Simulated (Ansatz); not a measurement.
Cost and result by functional for the surface energy of the (311) surface of fcc Al in its 1x1 cell, outermost plane spacing 1.22 Å in the ideal cut, in Ansatz (plane waves, PAW). Single points on the PBE structure, on one kind of machine; costs are rough ratios of the slab run's core time (references not counted) to the cheapest single point. r2SCAN's cost holds its higher cutoff (500 against 420 eV). Differences are taken against r2SCAN for comparison alone: no measured value is at hand, so the table doesn't rank accuracy.

Model: 9-atom slab, 9.7 Å thick at the start (thin: gaps and levels are the slab's own), 14x8x1 mesh, Fermi-Dirac 0.1 eV, dipole correction, all atoms relaxed; held to the part of the start's symmetry that mesh and held atoms allow; no spin, no spin-orbit, no U. These notes are the PBE run's.

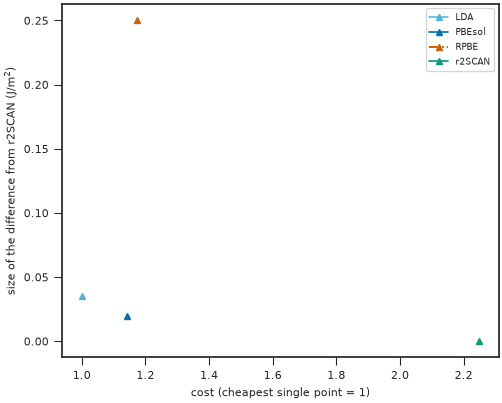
Figure. Difference from r2SCAN against cost

```json
[
 {"functional": "LDA", "relative cost": "1", "surface energy (J/m²)": "1.15", "less r2SCAN (J/m²)": "0.04"},
 {"functional": "PBEsol", "relative cost": "1", "surface energy (J/m²)": "1.13", "less r2SCAN (J/m²)": "0.02"},
 {"functional": "RPBE", "relative cost": "1", "surface energy (J/m²)": "0.86", "less r2SCAN (J/m²)": "-0.25"},
 {"functional": "r2SCAN", "relative cost": "2", "surface energy (J/m²)": "1.12", "less r2SCAN (J/m²)": "0.00"},
 {"functional": "PBE (the relaxed run's value)", "relative cost": "–", "surface energy (J/m²)": "0.96", "less r2SCAN (J/m²)": "-0.15"}
]
```

The values span 0.29 J/m², while the single points' costs differ by a factor of roughly 2. Differences are of unrounded values.

Ansatz is a quantum-chemistry and plane-wave program.
